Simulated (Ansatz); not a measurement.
The relaxed structure here is a generated cell of Mo2N: the first start was made by placing the elements on the sites of a structure type, and the end was not matched to a known phase here, so it may be hypothetical.

The end point of a relaxation of Mo₂N. Space group I4/mmm (No. 139). Level of theory: r2SCAN (plane waves to 500 eV, PAW, scalar-relativistic; Ansatz, a first-principles code).

```cif
data_Mo4N2
_chemical_formula_sum 'N2 Mo4'
_space_group_name_H-M_alt 'I4/mmm'
_space_group_IT_number 139
_space_group_name_Hall '-I 4 2'
_cell_length_a 2.69339
_cell_length_b 2.69339
_cell_length_c 9.70699
_cell_angle_alpha 90.000
_cell_angle_beta 90.000
_cell_angle_gamma 90.000
loop_
_atom_site_label
_atom_site_type_symbol
_atom_site_symmetry_multiplicity
_atom_site_Wyckoff_symbol
_atom_site_fract_x
_atom_site_fract_y
_atom_site_fract_z
_atom_site_occupancy
N1 N 2 a 0.00000 0.00000 0.00000 1
Mo1 Mo 4 e 0.00000 0.00000 0.36370 1
```
(The calculation used a cell of 3 atoms; values per cell refer to that cell.)

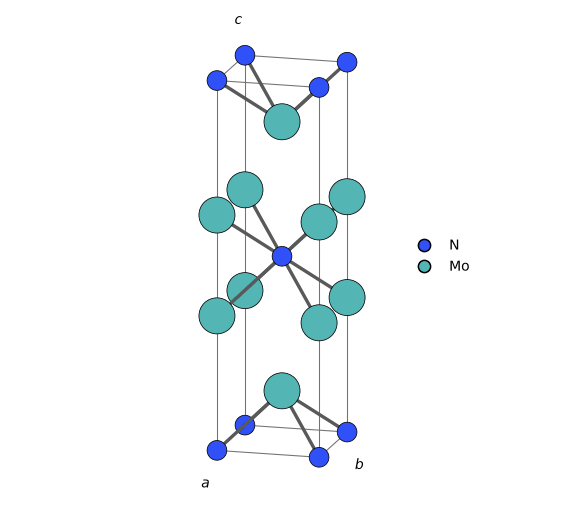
Figure. The conventional cell of the relaxed structure

- Volume per atom = 11.74 Å³
- Band gap = no gap (metallic)
- Shortest distances = Mo–N 2.32 Å; Mo–Mo 2.65 Å; N–N 2.69 Å
- k-mesh = 24×24×24

Band energies at high-symmetry points (eV from the Fermi level; labels of this space group; no spin-orbit coupling), from −5 eV up to 2.7 eV:

```csv
point,energies
Γ,-4.70 -4.14 -4.13 -3.66 -3.66 -2.99 0.43 0.79 0.79 2.48
X,-3.43 -3.17 -0.90 -0.30 1.12 1.37
P,-2.76 -2.24 -2.24 -1.76
N,-4.11 -3.77 -3.35 -2.56 -2.55 -0.33 1.26 1.88
M,-3.96 -3.96 -3.49 -1.59 2.07 2.07 2.16
S,-4.08 -3.73 -3.60 -2.99 -2.14 -0.08 0.30 2.55
S0,-4.08 -3.73 -3.60 -2.99 -2.14 -0.08 0.30 2.55
R,-3.30 -3.19 -0.94 -0.29 1.16 1.39
```

No spin polarisation in the result. The relaxed primitive cell holds an odd number of electrons. A magnetic state may lie lower.

The run could not lose the symmetry of its start: the end is stationary, and may be a saddle point rather than a minimum.
